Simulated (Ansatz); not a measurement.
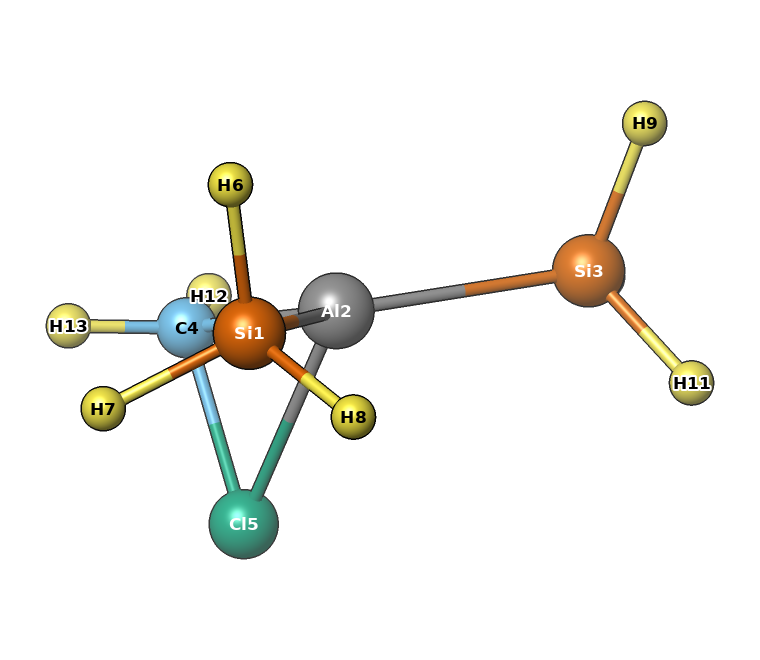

Al2 lies behind Si1. The molecule seen a little off the Si1–Al2 bond, Si1 in front. Atoms fade into the background with distance from the viewer. The geometry was computed by an optimisation with PBE-D4/def2-SVP. No frequency run is at hand to confirm it as a minimum.

Q: What is the torsion angle H6–Si1–Al2–Cl5? The sign is positive where the front bond must turn clockwise to cover the back bond.

A: −151°, antiperiplanar (anti).
